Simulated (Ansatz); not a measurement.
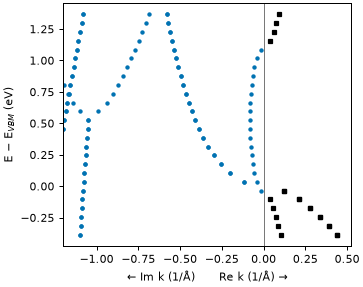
Figure: Complex bands at the centre of the two-dimensional zone; Ansatz (a quantum-chemistry and plane-wave program) with r2SCAN

The gap is the functional's own, uncorrected, and κ follows it; spin-orbit coupling is left out. Mid-gap values are interpolated between the computed energies.

Task: This is CdSe (P6_3mc, wurtzite, 4 atoms a cell, 29.0 Å³ an atom) along the normal of (001). Read off the slowest decay at the centre of the two-dimensional zone at 0.53 eV, the computed energy nearest the middle of the gap.

Result: κ ≈ 0.08 1/Å, a decay length 1/(2κ) of the density of 6.1 Å.
